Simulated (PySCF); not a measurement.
```xyz
11

F     0.3431    2.5362   -0.7864
Si    0.1337    0.9489   -1.0994
Si    1.4971   -0.4087    0.2644
C    -0.1167   -0.9914    0.9939
Si   -1.5471   -0.1124    0.1941
H     0.0249    1.0524   -2.5552
H     2.4167   -1.4305   -0.2654
H     2.3405    0.4610    1.1059
H    -0.2013   -1.6672    1.8342
H    -2.5551    0.5247    1.0570
H    -2.3304   -0.9103   -0.7690
```

Geometry: GFN2-xTB.

Level of theory: UKS B3LYP, pcH-1 on C F H Si, non-relativistic, mean-field spin-orbit, GIAO in PySCF.

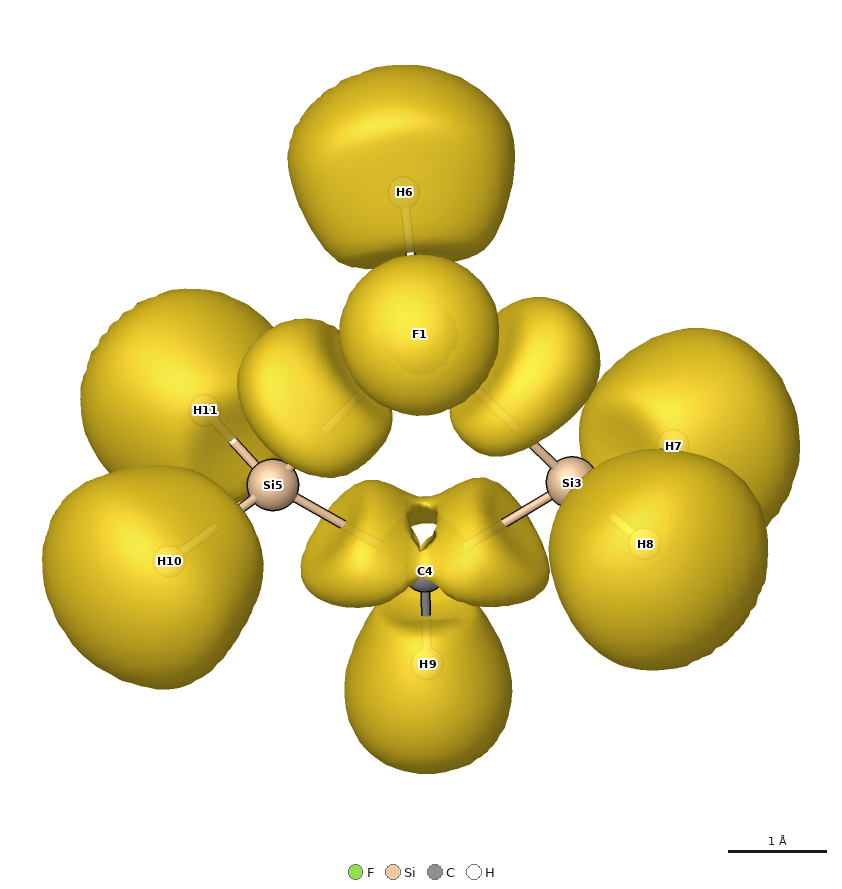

CH$_{6}$FSi$_{3}$ (SMILES F[SiH]1[SiH2][CH][SiH2]1) (doublet). Isosurface of the electron localisation function at 0.75 (yellow), seen at a tilt. Core shells and regions of very low density are left out.

Identify the bonds, lone pairs and shells in this picture.

Answer. The ELF exceeds this value in two regions between bonded Si–Si atoms (shared pairs), six regions around hydrogen nuclei, one region on C in which the atom's valence shell and bonds are merged and one region wrapped around F (its lone pairs, merged into a ring or cap).

Values along the shortest contacts:
Si–F (1.63 Å): the ELF peaks at about 0.85 in the valence shell of F, 0.6 Å from its nucleus, and is about 0.55 at the midpoint. C–Si (1.86 Å): the ELF peaks at about 0.95 between the atoms (a shared electron pair).
